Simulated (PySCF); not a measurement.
# H$_{11}$O$_{3}$PSi$_{4}$ (SMILES [SiH3]O[SiH](O[SiH3])O[SiH2]P): what the fields show

```xyz
19

Si   -1.5820   -2.1184   -0.7063
O    -1.1722   -1.4676    0.7210
Si   -0.5839   -0.1899    1.5033
O    -1.3600    1.1449    1.0465
Si   -2.0290    1.9635   -0.1842
O     0.9858   -0.0223    1.1601
Si    2.0120   -0.1142   -0.0882
P     3.9832    0.2737    0.8830
H    -0.9206   -3.4213   -0.7127
H    -1.1278   -1.2768   -1.8164
H    -3.0411   -2.2197   -0.6831
H    -0.7272   -0.3791    2.9222
H    -3.1656    1.1944   -0.6935
H    -2.4234    3.2147    0.4567
H    -1.0353    2.1668   -1.2422
H     1.9841   -1.4670   -0.6534
H     1.6020    0.8437   -1.1246
H     4.6994    0.2270   -0.3012
H     3.8917    1.6567    0.8453
```

Geometry: GFN2-xTB.

The calculation used PySCF 2.14.0, PBE0/pcSseg-1, SCF density, gas phase, non-relativistic.

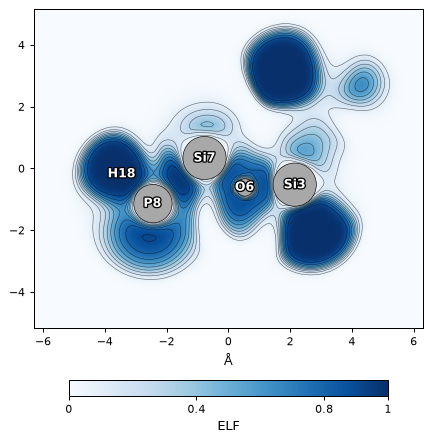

Figure 1. ELF on the plane of atoms Si3, O6 and Si7. Grey discs cover the atomic cores.

Interpret the plot.

- Atoms in the plane: Si, O, P and H.
- Si–O (1.62 Å): the ELF peaks at about 0.85 between the atoms (a short, strongly polar bond).
- Si–P (2.23 Å): the ELF peaks at about 0.95 between the atoms (a covalent bond).
- P–H (1.38 Å): the ELF climbs to about 1 towards the hydrogen, as it does in any bond to H.
- The ELF also peaks beside P8 and O6, away from the bonds: lone-pair regions.

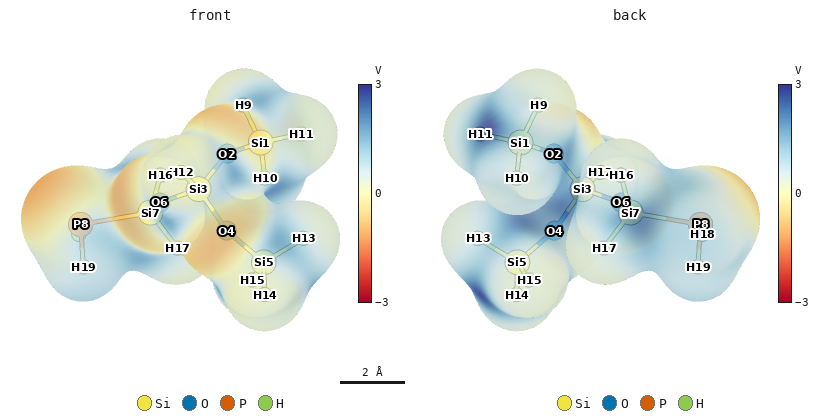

Figure 2. The electrostatic potential painted on the density surface at 0.004 e/bohr³, seen from the front and from behind; red is negative and blue positive.

Describe the electrostatic potential map.

The most negative region (about −1.1 V) lies over P8, the most positive (about +2.7 V) over Si1 and Si5.
